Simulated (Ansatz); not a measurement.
# In3Sb (model cell, started as BiF3 type): from the cell to its phonons

Aim: the vibrations of In3Sb (model cell, started as BiF3 type), their spectra, and whether the structure is stable.

Program: Ansatz 0.2.0. Level of theory: DFT PBEsol, scalar-relativistic, plane waves, PAW. Results are calculated unless marked as measured.

The structure was built from a prototype and need not be the compound's stable phase.

## Step 1: The starting structure

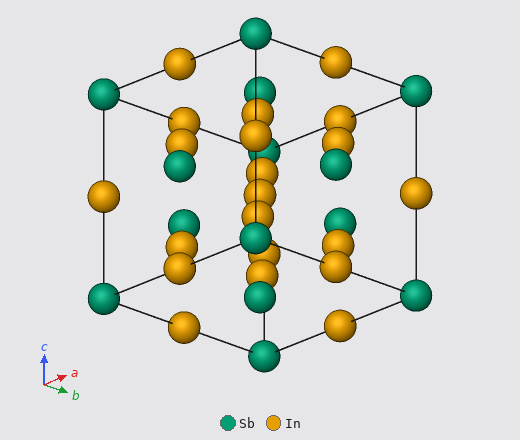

The starting structure, seen from a free direction (antimony teal, indium orange). This picture shows the conventional cell, with its axes. Some periodic images of atoms are drawn too.

As a file:

```cif
data_structure
_symmetry_space_group_name_H-M 'Fm-3m'
_symmetry_Int_Tables_number 225
_cell_length_a 8.1984
_cell_length_b 8.1984
_cell_length_c 8.1984
_cell_angle_alpha 90.000
_cell_angle_beta 90.000
_cell_angle_gamma 90.000
_cell_volume 551.04
loop_
_atom_site_label
_atom_site_type_symbol
_atom_site_symmetry_multiplicity
_atom_site_Wyckoff_symbol
_atom_site_fract_x
_atom_site_fract_y
_atom_site_fract_z
_atom_site_occupancy
Sb1 Sb 4 a 0.00000 0.00000 0.00000 1
In1 In 8 c 0.25000 0.75000 0.75000 1
In2 In 4 b 0.50000 0.00000 0.00000 1
```

## Step 2: Relaxation

The cell and atoms are relaxed, since residual forces and stress would shift the frequencies.

input.yaml reads:

```yaml
crystal:
  lattice:
    - [0.0, 4.09919, 4.09919]
    - [4.09919, 0.0, 4.09919]
    - [4.09919, 4.09919, 0.0]
  atoms:
    - { symbol: Sb, position: [0.0, 0.0, 0.0] }
    - { symbol: In, position: [0.25, 0.25, 0.25] }
    - { symbol: In, position: [0.75, 0.75, 0.75] }
    - { symbol: In, position: [0.5, 0.5, 0.5] }
kpoints:
  mp_grid: { grid: [8, 8, 8] }
hamiltonian:
  xc: pbesol
scf:
  occupations: { method: gaussian, width: 0.1 }
output:
  forces: true
  stress: true
  eigenvalues: true
relax:
  adjacent_minimum: "off"
  f_tol: 0.005
  max_steps: 80
  cell: { stress_tol: 0.05 }
```

Started as:

```console
$ ansatz run input.yaml --threads 4 --pin off --max-ram 7168MiB --backend cpu --events-out ev --progress --plain --runs-dir out
```

Numbers of over 12 decimals in the logs are rounded to 6 here.

What it wrote:

```text
Engine: ansatz 0.2.0, aarch64-unknown-linux-gnu
Pseudopotentials: kind: paw
Pseudopotential: Sb, paw, valence charge 15, recommended cutoff 420 eV (normal), Sb.paw.azcp
Pseudopotential: In, paw, valence charge 13, recommended cutoff 420 eV (normal), In.paw.azcp
Functional definition: PBEsol
  exchange = pbesol_x
  correlation = pbesol_c
Crystal: 4 atoms, lattice volume = 137.760 Å³
Basis set: ecut = 420 eV, 2733 PW (Γ), exchange–correlation on 80×80×80 points (8 copies of the dense FFT grid, shifted against one another)
Bands: 33, of which v1, the nominal top of the filled ones, is band 27 counted from 1 (26 counted from 0)
Symmetry: 48 space group operations
Space group: Fm-3m (ITA 225), of the structure as read, at distance tolerance 5.2e-5 Å
k-points: 29 of 512
Non-local potential: Sb, projectors of the file, l = 0: 2, l = 1: 2, l = 2: 2, l = 3: 2
Non-local potential: In, projectors of the file, l = 0: 2, l = 1: 2, l = 2: 2, l = 3: 2
PAW form: soft (Blöchl's): semilocal exchange-correlation on the pseudo side does not see the compensation charge
PAW frozen core: Sb, regenerated for the run's functional, and the local potential with it (the file was generated under x = pbe(κ = 0.804, μ = 0.219515), c = pbe(β = 0.066725))
PAW frozen core: In, regenerated for the run's functional, and the local potential with it (the file was generated under x = pbe(κ = 0.804, μ = 0.219515), c = pbe(β = 0.066725))
PAW one-centre angular grid: Sb, 590 points (default); XC on 64 Gauss nodes
PAW one-centre angular grid: In, 590 points (default); XC on 64 Gauss nodes
Initial density: superposition of atomic densities (neutral atoms: chi_scale 0, normalization atom), corrected by the library's trained network
Initial wavefunctions: pseudopotential atomic-orbital guess
Functional: x = pbesol(κ = 0.804, μ = 0.123457), c = pbesol(β = 0.046)
SCF iter   1: F=—  HF=-22983.349719 eV  |F-HF|=—  |Δ(HF+E_count)|=         —  Δρ=2.62e-3  dr2=2.37e-2  ethr=1.77e-3  ⟨swp⟩=6.8  Hψ=3942  notcnv=0
preconditioner: auto → Kerker (q_TF=auto, 2.334 Å⁻¹)  [metal: Δε(μ)=0.095 eV  Ē_g=13.252 eV  σ=0.100 eV  W_gap=0.47  n_scr=26 (ndim 8)  ℏωp=21.0 eV  f_vac=0.000  D(μ)=1.82/eV (n_scr^D=14)]
SCF iter   2: F=—  HF=-22983.340969 eV  |F-HF|=—  |Δ(HF+E_count)|=   8.75e-3  Δρ=1.60e-3  dr2=8.79e-3  ethr=4.39e-5  ⟨swp⟩=1.1  Hψ=1192  notcnv=0
preconditioner: auto → Resta (q_TF=auto, 2.334 Å⁻¹)  ε∞=3.5  [insulator: Δε(μ)=0.102 eV  Ē_g=13.268 eV  σ=0.100 eV  W_gap=0.51  n_scr=26 (ndim 8)  ℏωp=21.0 eV  f_vac=0.000  D(μ)=1.81/eV (n_scr^D=14)  ε∞_Penn≈3.5]
SCF iter   3: F=—  HF=-22983.339160 eV  |F-HF|=—  |Δ(HF+E_count)|=   1.81e-3  Δρ=8.66e-4  dr2=6.86e-4  ethr=1.63e-5  ⟨swp⟩=2.0  Hψ=1567  notcnv=0
SCF iter   4: F=—  HF=-22983.338818 eV  |F-HF|=—  |Δ(HF+E_count)|=   3.42e-4  Δρ=1.96e-4  dr2=5.91e-5  ethr=1.27e-6  ⟨swp⟩=2.0  Hψ=1485  notcnv=0
SCF iter   5: F=—  HF=-22983.338814 eV  |F-HF|=—  |Δ(HF+E_count)|=   4.37e-6  Δρ=9.79e-5  dr2=1.70e-5  ethr=1.09e-7  ⟨swp⟩=2.0  Hψ=1716  notcnv=0
SCF iter   6: F=—  HF=-22983.338808 eV  |F-HF|=—  |Δ(HF+E_count)|=   5.48e-6  Δρ=3.24e-5  dr2=1.77e-6  ethr=3.16e-8  ⟨swp⟩=2.0  Hψ=1681  notcnv=0
SCF iter   7: F=—  HF=-22983.338808 eV  |F-HF|=—  |Δ(HF+E_count)|=   5.99e-7  Δρ=9.24e-6  dr2=1.19e-7  ethr=3.27e-9  ⟨swp⟩=2.4  Hψ=1561  notcnv=0
SCF iter   8: F=-22983.338808 eV  HF=-22983.338808 eV  |F-HF|=4.89e-9  |Δ(HF+E_count)|=   4.55e-8  Δρ=2.05e-6  dr2=4.58e-9  ethr=1.85e-10  ⟨swp⟩=7.3  Hψ=3858  notcnv=0
SCF 1 converged in 8 iterations: F = -22983.338808 eV  dr2 = 4.58e-9
  greatest PAW one-centre occupation: 0.996 electrons in one spin orbital (limit 2), on the Sb atom at site 0 (counted from 0), in its partial waves of l = 2
relax step   1: F+E_penalty+E_count = -22983.33880778 eV  Δ(F+E_penalty+E_count) = +0.000e0 eV  max|allowed force component| = 1.388e-17 eV/Å  Δτ_max = 0.0000 Å  P = -6.236 GPa  Ω = 137.760 Å³  (8 SCF iters, dr2 threshold 1.00e-7 eV, accepted)
Crystal: 4 atoms, lattice volume = 118.265 Å³
Basis set: ecut = 420 eV, 2277 PW (Γ), exchange–correlation on 80×80×80 points (8 copies of the dense FFT grid, shifted against one another)
Initial density: handed on by an earlier stage of this run
Initial wavefunctions: those handed on with the density
iter 1 solved again at ethr=8.69e-5 eV; its pass at ethr=3.10e-3 eV (dr2=4.69e-2 eV) is discarded
SCF iter   1: F=—  HF=-22984.016427 eV  |F-HF|=—  |Δ(HF+E_count)|=         —  Δρ=3.67e-3  dr2=4.81e-2  ethr=8.69e-5  ⟨swp⟩=1.0  Hψ=5636  notcnv=0
preconditioner: auto → Kerker (q_TF=auto, 2.394 Å⁻¹)  [metal: Δε(μ)=0.030 eV  Ē_g=13.637 eV  σ=0.100 eV  W_gap=0.16  n_scr=26 (ndim 8)  ℏωp=22.6 eV  f_vac=0.000  D(μ)=2.49/eV (n_scr^D=14)]
SCF iter   2: F=—  HF=-22984.007722 eV  |F-HF|=—  |Δ(HF+E_count)|=   8.70e-3  Δρ=2.22e-3  dr2=1.67e-2  ethr=8.69e-5  ⟨swp⟩=1.1  Hψ=962  notcnv=0
SCF iter   3: F=—  HF=-22984.003685 eV  |F-HF|=—  |Δ(HF+E_count)|=   4.04e-3  Δρ=3.12e-4  dr2=1.56e-4  ethr=3.09e-5  ⟨swp⟩=2.0  Hψ=1126  notcnv=0
SCF iter   4: F=—  HF=-22984.003719 eV  |F-HF|=—  |Δ(HF+E_count)|=   3.37e-5  Δρ=1.23e-4  dr2=1.92e-5  ethr=2.89e-7  ⟨swp⟩=2.9  Hψ=1779  notcnv=0
SCF iter   5: F=—  HF=-22984.003721 eV  |F-HF|=—  |Δ(HF+E_count)|=   2.29e-6  Δρ=1.92e-5  dr2=8.45e-7  ethr=3.55e-8  ⟨swp⟩=2.0  Hψ=1157  notcnv=0
SCF iter   6: F=-22984.003721 eV  HF=-22984.003721 eV  |F-HF|=1.44e-8  |Δ(HF+E_count)|=   1.77e-7  Δρ=3.92e-6  dr2=2.10e-8  ethr=7.41e-10  ⟨swp⟩=7.0  Hψ=4409  notcnv=0
SCF 2 converged in 6 iterations: F = -22984.003721 eV  dr2 = 2.10e-8
relax step   2: F+E_penalty+E_count = -22984.00372114 eV  Δ(F+E_penalty+E_count) = -6.649e-1 eV  max|allowed force component| = 8.905e-17 eV/Å  Δτ_max = 0.0000 Å  P = -4.198 GPa  Ω = 118.265 Å³  energy of the carried Pulay correction = +3.601e-3 eV  (6 SCF iters, dr2 threshold 4.00e-7 eV, accepted)
Crystal: 4 atoms, lattice volume = 100.984 Å³
Basis set: ecut = 420 eV, 1989 PW (Γ), exchange–correlation on 80×80×80 points (8 copies of the dense FFT grid, shifted against one another)
iter 1 solved again at ethr=5.20e-5 eV; its pass at ethr=3.10e-3 eV (dr2=2.81e-2 eV) is discarded
SCF iter   1: F=—  HF=-22984.204148 eV  |F-HF|=—  |Δ(HF+E_count)|=         —  Δρ=3.62e-3  dr2=2.87e-2  ethr=5.20e-5  ⟨swp⟩=1.1  Hψ=5700  notcnv=0
preconditioner: auto → Kerker (q_TF=auto, 2.458 Å⁻¹)  [metal: Δε(μ)=0.022 eV  Ē_g=14.123 eV  σ=0.100 eV  W_gap=0.13  n_scr=26 (ndim 8)  ℏωp=24.5 eV  f_vac=0.000  D(μ)=1.76/eV (n_scr^D=14)]
SCF iter   2: F=—  HF=-22984.198333 eV  |F-HF|=—  |Δ(HF+E_count)|=   5.82e-3  Δρ=2.27e-3  dr2=1.07e-2  ethr=5.20e-5  ⟨swp⟩=1.0  Hψ=957  notcnv=0
SCF iter   3: F=—  HF=-22984.195506 eV  |F-HF|=—  |Δ(HF+E_count)|=   2.83e-3  Δρ=3.28e-4  dr2=1.39e-4  ethr=1.99e-5  ⟨swp⟩=2.0  Hψ=1134  notcnv=0
SCF iter   4: F=—  HF=-22984.195514 eV  |F-HF|=—  |Δ(HF+E_count)|=   8.21e-6  Δρ=1.12e-4  dr2=9.18e-6  ethr=2.57e-7  ⟨swp⟩=2.8  Hψ=1788  notcnv=0
SCF iter   5: F=—  HF=-22984.195516 eV  |F-HF|=—  |Δ(HF+E_count)|=   1.83e-6  Δρ=1.77e-5  dr2=4.88e-7  ethr=1.70e-8  ⟨swp⟩=2.0  Hψ=1171  notcnv=0
SCF iter   6: F=-22984.195516 eV  HF=-22984.195516 eV  |F-HF|=1.48e-8  |Δ(HF+E_count)|=   1.70e-7  Δρ=4.07e-6  dr2=1.91e-8  ethr=7.41e-10  ⟨swp⟩=7.0  Hψ=4399  notcnv=0
SCF 3 converged in 6 iterations: F = -22984.195516 eV  dr2 = 1.91e-8
relax step   3: F+E_penalty+E_count = -22984.19551609 eV  Δ(F+E_penalty+E_count) = -1.918e-1 eV  max|allowed force component| = 1.295e-16 eV/Å  Δτ_max = 0.0000 Å  P = +1.692 GPa  Ω = 100.984 Å³  energy of the carried Pulay correction = +7.735e-3 eV  (6 SCF iters, dr2 threshold 4.00e-7 eV, accepted)
[...]
relax step   4: F+E_penalty+E_count = -22984.21056504 eV  Δ(F+E_penalty+E_count) = -1.505e-2 eV  max|allowed force component| = 1.191e-16 eV/Å  Δτ_max = 0.0000 Å  P = -0.415 GPa  Ω = 105.408 Å³  energy of the carried Pulay correction = +6.570e-3 eV  (5 SCF iters, dr2 threshold 4.00e-7 eV, accepted)
[...]
relax step   5: F+E_penalty+E_count = -22984.21207742 eV  Δ(F+E_penalty+E_count) = -1.512e-3 eV  max|allowed force component| = 1.226e-16 eV/Å  Δτ_max = 0.0000 Å  P = -0.036 GPa  Ω = 104.507 Å³  energy of the carried Pulay correction = +6.801e-3 eV  (4 SCF iters, dr2 threshold 4.00e-7 eV, accepted)
[...]
relax step   6: F+E_penalty+E_count = -22984.20778054 eV  Δ(F+E_penalty+E_count) = +4.297e-3 eV  max|allowed force component| = 1.110e-16 eV/Å  Δτ_max = 0.0000 Å  P = -0.070 GPa  Ω = 104.507 Å³  stress off target by 7.00e-2 GPa  SCF on the basis re-selected at this cell (its energy is not comparable with the rows above)  (7 SCF iters)
[...]
relax step   7: F+E_penalty+E_count = -22984.20785344 eV  Δ(F+E_penalty+E_count) = -7.290e-5 eV  max|allowed force component| = 1.226e-16 eV/Å  Δτ_max = 0.0000 Å  P = -0.002 GPa  Ω = 104.351 Å³  energy of the carried Pulay correction = +3.774e-5 eV  (4 SCF iters, dr2 threshold 1.23e-8 eV, accepted)
iter 1 solved again at ethr=3.77e-7 eV; its pass at ethr=3.10e-3 eV (dr2=2.03e-4 eV) is discarded
SCF iter   1: F=—  HF=-22984.207830 eV  |F-HF|=—  |Δ(HF+E_count)|=         —  Δρ=1.72e-6  dr2=2.57e-9  ethr=3.77e-7  ⟨swp⟩=3.0  Hψ=6681  notcnv=0
eigensolver tolerance schedule: the retry pair's looser diagonalisation over-reported the residual by 78995.50 of it (diagonalisation noise at an unbounded share of the residual, at the tolerance the schedule requests for it); recorded, not acted on — ethr = c·dr2/N_el stays at c = 1.0e-1
preconditioner: auto → Kerker (q_TF=auto, 2.445 Å⁻¹)  [metal: Δε(μ)=0.030 eV  Ē_g=14.034 eV  σ=0.100 eV  W_gap=0.17  n_scr=26 (ndim 8)  ℏωp=24.1 eV  f_vac=0.000  D(μ)=2.08/eV (n_scr^D=14)]
SCF iter   2: F=—  HF=-22984.207830 eV  |F-HF|=—  |Δ(HF+E_count)|=   3.19e-7  Δρ=1.48e-6  dr2=9.94e-10  ethr=4.77e-12  ⟨swp⟩=3.6  Hψ=2674  notcnv=0
SCF iter   3: F=—  HF=-22984.207830 eV  |F-HF|=—  |Δ(HF+E_count)|=  2.15e-10  Δρ=7.13e-7  dr2=3.45e-10  ethr=1.84e-12  ⟨swp⟩=2.6  Hψ=1412  notcnv=0
SCF iter   4: F=—  HF=-22984.207830 eV  |F-HF|=—  |Δ(HF+E_count)|=  2.18e-11  Δρ=2.40e-7  dr2=4.67e-11  ethr=1.00e-12  ⟨swp⟩=2.1  Hψ=1606  notcnv=0
SCF iter   5: F=-22984.207830 eV  HF=-22984.207830 eV  |F-HF|=7.28e-12  |Δ(HF+E_count)|=  7.28e-12  Δρ=7.64e-8  dr2=3.33e-12  ethr=1.00e-12  ⟨swp⟩=4.6  Hψ=3389  notcnv=0
SCF 8 converged in 5 iterations: F = -22984.207830 eV  dr2 = 3.33e-12
relax step   8: F+E_penalty+E_count = -22984.20782991 eV  Δ(F+E_penalty+E_count) = +2.353e-5 eV  max|allowed force component| = 1.122e-16 eV/Å  Δτ_max = 0.0000 Å  P = -0.002 GPa  Ω = 104.351 Å³  stress off target by 1.95e-3 GPa  SCF on the basis re-selected at this cell (its energy is not comparable with the rows above)  (5 SCF iters)
basis re-selected at this cell: Δ(F+E_penalty+E_count) = +2.353e-5 eV, ΔP = +0.000 GPa vs the last step (what re-selecting the basis moved, of the pressure what is left beyond the Pulay correction that the steps carried, after the strain that the cell walked since its last selection, with what the two solves' SCF thresholds leave and, on support functions, any second-order correction that the steps lacked; it is no m [...]
SCF converged after 5 iterations
Free energy (F): -22984.207830 eV
Harris-Foulkes:  -22984.207830 eV  (|F-HF|=7.28e-12)
Internal energy: -22984.197421 eV  (E = F + TS)
E sigma→0 (E₀):  -22984.202626 eV
Entropy (-TS):   -0.010408 eV (-2.602 meV/atom)
Fermi energy:    10.676764 eV
--- Per-component energies (eV) ---
  E_band       = -213.449982
  E_kinetic    = 932.382971
  E_local      = -4650.671576  (includes V_loc(G=0)·N_el)
  E_nonlocal   = 1465.746750
  E_hartree    = 1912.675974
  E_xc         = -780.602131
  E_vxc        = -399.009429  (∫ρ·V_xc dr)
  E_paw        = -16742.345840  (= ΣΔE_a)
  E_vpaw       = -1387.250788  (= ΣTr[D̂ρ^β])
  E_aug_tail   = 0.000075  (compensation charges beyond the density's cutoff)
  E_ewald      = -5122.423209
  E_core_change = 1.039565  (= ΣΔE_core)
  E_smearing   = -0.010408  (= −TS)
  E_closure    = -0.000000  (closes the sum)
  Σ components = -22984.207830   (vs F -22984.207830, Δ=0.00e0)
--- Forces (eV/Å), atoms counted from 1 ---
  atom   1  Sb    -0.00000000    -0.00000000     0.00000000
  atom   2  In     0.00000000    -0.00000000    -0.00000000
  atom   3  In     0.00000000     0.00000000     0.00000000
  atom   4  In     0.00000000    -0.00000000    -0.00000000
  max |Σ_I F_I| component: 2.31e-17 eV/Å
--- Stress (GPa, compression-positive) ---
       -0.001951      -0.000000      -0.000000
       -0.000000      -0.001951      -0.000000
       -0.000000       0.000000      -0.001951
  P = ⅓ Tr σ = -0.0020 GPa (-0.020 kbar)
--- Band table (eV; the first three rows and the last of 29) ---
  k-point 0: bands = [... 23 lower, 8.8905, 8.8905, 8.8905, 10.3346, 10.3346, 10.3346, 10.7616, 11.4109, ... 2 higher]
  k-point 1: bands = [... 23 lower, 8.6994, 8.6994, 8.9377, 9.6772, 10.4904, 10.4904, 11.3830, 11.3830, ... 2 higher]
  k-point 2: bands = [... 23 lower, 8.4297, 8.4297, 8.7546, 9.7417, 10.1655, 10.1655, 12.0985, 12.0985, ... 2 higher]
  k-point 28: bands = [... 23 lower, 4.4388, 9.2084, 9.5453, 9.9837, 9.9837, 13.7406, 13.7406, 15.2041, ... 2 higher]
--- Relaxed structure (6 steps of the walk, 6 accepted, 2 SCFs on fresh bases) ---
  F+E_penalty+E_count = -22984.20782991 eV   max|allowed force component| = 1.122e-16 eV/Å   (the final SCF, on the basis selected at the relaxed cell)
  cell:  # Å, volume = 104.3505 Å³
    - [0, 3.736700, 3.736700]
    - [3.736700, 0, 3.736700]
    - [3.736700, 3.736700, 0]
  atoms:
    - { symbol: Sb, position: [0, 0, 0] }
    - { symbol: In, position: [0.25, 0.25, 0.25] }
    - { symbol: In, position: [0.75, 0.75, 0.75] }
    - { symbol: In, position: [0.5, 0.5, 0.5] }
```

Run time: 12 s. Hardware: 4 threads of Arm Neoverse V2, shared host; peak memory 0.53 GiB; 46 s of CPU time.

Step by step:

| step | energy less that of the first step (eV) | largest force component (eV/Å) | pressure (GPa) | volume (Å³) |
| --- | --- | --- | --- | --- |
| 1 | 0.0000 | 0.0000 | -6.24 | 137.76 |
| 2 | -0.6649 | 0.0000 | -4.20 | 118.27 |
| 3 | -0.8567 | 0.0000 | 1.69 | 100.98 |
| 4 | -0.8718 | 0.0000 | -0.42 | 105.41 |
| 5 | -0.8733 | 0.0000 | -0.04 | 104.51 |
| 6* | -0.8690 | 0.0000 | -0.07 | 104.51 |
| 7 | -0.8690 | 0.0000 | 0.00 | 104.35 |
| 8* | -0.8690 | 0.0000 | 0.00 | 104.35 |

Relaxation steps marked * repeat the geometry before them on a plane-wave basis chosen anew for their cell, so energy and pressure can jump there.

The run keeps the 48 symmetry operations that it works with, so distortions that break them were not tested.

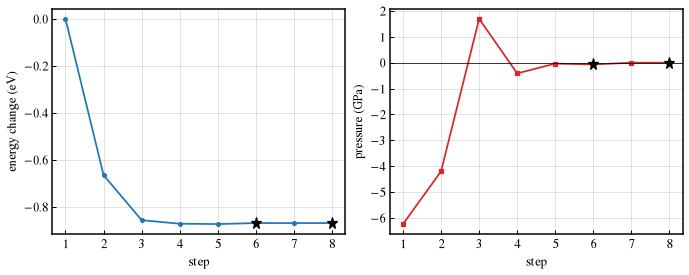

Energy and pressure along the relaxation. Stars mark steps on a basis chosen anew.

| conventional cell, symmetrised | before | after | change |
| --- | --- | --- | --- |
| a (Å) | 8.198 | 7.473 | -8.8 % |
| b (Å) | 8.198 | 7.473 | -8.8 % |
| c (Å) | 8.198 | 7.473 | -8.8 % |
| volume (Å³/atom) | 34.44 | 26.09 | -24.3 % |

The relaxed structure:

```
Sb In
1.0
     0.00000    3.73670    3.73670
     3.73670    0.00000    3.73670
     3.73670    3.73670    0.00000
Sb In
1 3
Direct
  0.00000 0.00000 0.00000
  0.25000 0.25000 0.25000
  0.75000 0.75000 0.75000
  0.50000 0.50000 0.50000
```

Numbers from this step:

| Item | Value |
| --- | --- |
| pressure | -0.001951 GPa |
| volume per atom | 26.09 Å³ |
| gap on the k-mesh | 0 eV |

In this step the volume went from 34.44 to 26.09 Å³/atom.

## Step 3: Relaxation

The relaxation is repeated from its end on the same settings, as a check that it has come to rest.

input.yaml: that of step 2 with these lines changed.

```diff
@@ -2,5 +2,5 @@
   lattice:
-    - [0.0, 4.09919, 4.09919]
-    - [4.09919, 0.0, 4.09919]
-    - [4.09919, 4.09919, 0.0]
+    - [0.0, 3.7366996105, 3.7366996105]
+    - [3.7366996105, 0.0, 3.7366996105]
+    - [3.7366996105, 3.7366996105, 0.0]
   atoms:
```

What it wrote:

```text
[...]
Crystal: 4 atoms, lattice volume = 104.351 Å³
Basis set: ecut = 420 eV, 2085 PW (Γ), exchange–correlation on 72×72×72 points (8 copies of the dense FFT grid, shifted against one another)
Bands: 33, of which v1, the nominal top of the filled ones, is band 27 counted from 1 (26 counted from 0)
Symmetry: 48 space group operations
[...]
k-points: 29 of 512
[...]
--- Relaxed structure (1 steps of the walk, 1 accepted, 1 SCFs on fresh bases) ---
[...]
cell:  # Å, volume = 104.3505 Å³
    - [0.0, 3.7366996105, 3.7366996105]
    - [3.7366996105, 0.0, 3.7366996105]
    - [3.7366996105, 3.7366996105, 0.0]
  atoms:
    - { symbol: Sb, position: [0.0, 0.0, 0.0] }
    - { symbol: In, position: [0.25, 0.25, 0.25] }
    - { symbol: In, position: [0.75, 0.75, 0.75] }
    - { symbol: In, position: [0.5, 0.5, 0.5] }
[key lines of the parts left out:]
SCF converged after 5 iterations
Free energy (F): -22984.207830 eV
Fermi energy:    10.676764 eV
P = ⅓ Tr σ = -0.0020 GPa (-0.020 kbar)
```

It took 3 s on 4 threads; peak memory 0.47 GiB; 11 s of CPU time.

Little changed from the start: no atom moved by 0.005 Å and no cell edge by 0.1 %.

In this step the volume went from 26.09 to 26.09 Å³/atom.

## Step 4: Relaxing to small forces for the phonons

Phonons need a cell at rest on their own settings, so the relaxation is repeated with tight tolerances on forces and stress, using the mesh and the filling of the phonon run that follows.

input.yaml: that of step 3 with these lines changed.

```diff
@@ -15,3 +15,3 @@
 scf:
-  occupations: { method: gaussian, width: 0.1 }
+  occupations: { method: methfessel_paxton, width: 0.15 }
 output:
@@ -22,4 +22,4 @@
   adjacent_minimum: "off"
-  f_tol: 0.005
-  max_steps: 80
-  cell: { stress_tol: 0.05 }
+  f_tol: 0.001
+  max_steps: 60
+  cell: { stress_tol: 0.01 }
```

What it wrote:

```text
[...]
Crystal: 4 atoms, lattice volume = 104.351 Å³
Basis set: ecut = 420 eV, 2085 PW (Γ), exchange–correlation on 72×72×72 points (8 copies of the dense FFT grid, shifted against one another)
Bands: 33, of which v1, the nominal top of the filled ones, is band 27 counted from 1 (26 counted from 0)
Symmetry: 48 space group operations
[...]
k-points: 29 of 512
[...]
--- Relaxed structure (1 steps of the walk, 1 accepted, 1 SCFs on fresh bases) ---
[...]
cell:  # Å, volume = 104.3505 Å³
    - [0.0, 3.7366996105, 3.7366996105]
    - [3.7366996105, 0.0, 3.7366996105]
    - [3.7366996105, 3.7366996105, 0.0]
  atoms:
    - { symbol: Sb, position: [0.0, 0.0, 0.0] }
    - { symbol: In, position: [0.25, 0.25, 0.25] }
    - { symbol: In, position: [0.75, 0.75, 0.75] }
    - { symbol: In, position: [0.5, 0.5, 0.5] }
[key lines of the parts left out:]
SCF converged after 7 iterations
Free energy (F): -22984.203275 eV
Fermi energy:    10.679058 eV
P = ⅓ Tr σ = -0.0073 GPa (-0.073 kbar)
```

It took 3.3 s on 4 threads; peak memory 0.46 GiB.

Little changed from the start: no atom moved by 0.005 Å and no cell edge by 0.1 %.

Numbers from this step:

```
pressure : -0.007255 GPa
```

The forces vanish by symmetry and the pressure is -0.007 GPa, within the tolerances set. The cell now holds 26.09 Å³/atom.

(Continued in part 2 of 2.)

[Logs are printed without paths, hosts, clocks, repeated set-up lines and the standing remarks that a program may print on its own settings, such as how far it seeks lower states.]

[Hosts, paths, dates, database ids (printed as entryN), source tags and the programs' standing remarks are cut or masked in the printed files.]
